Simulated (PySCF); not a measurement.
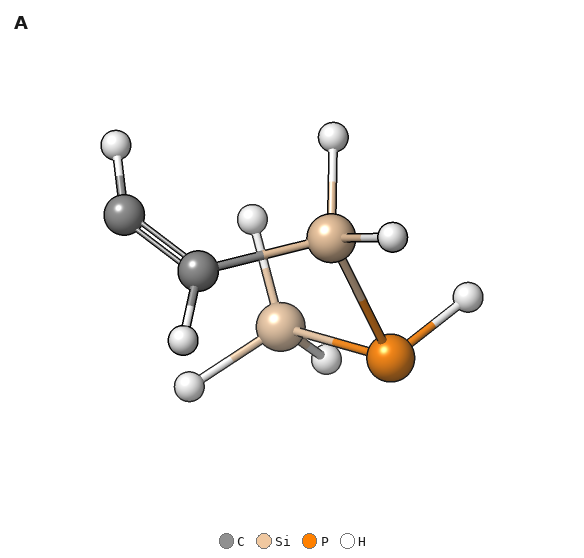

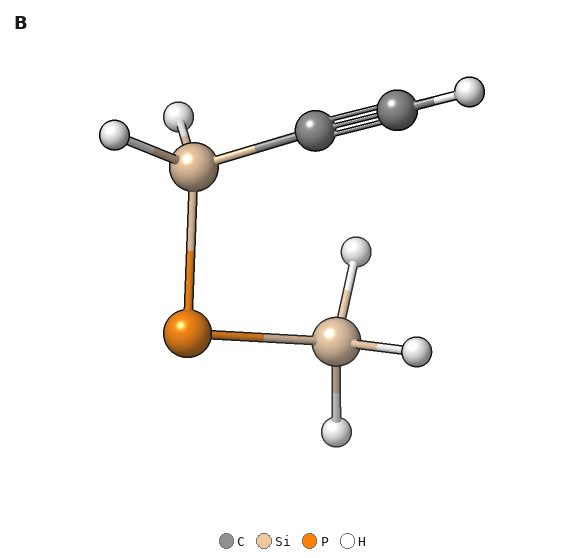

Two related species, optimised with PBE0-D3(BJ)/def2-SVP; properties computed with PySCF 2.14.0. Both: charge 0, doublet.

Question: What are A and B?

Answer: A is C2H8PSi2 ([H]/[C]=C\[SiH2]P[SiH3]), B is C2H6PSi2 (C#C[SiH2][P][SiH3]).

Compare them. With UKS B3LYP, IGLO-III on C P Si, pcH-1 on H, non-relativistic: isotropic g value. With PBE0-D3(BJ)/def2-SVP: mean P–Si length (Å).

```
            quantity        A        B
   isotropic g value  2.00204  2.01278
mean P–Si length (Å)    2.266    2.261
```

Each is one conformer, and no frequency run is at hand to confirm it as a minimum.
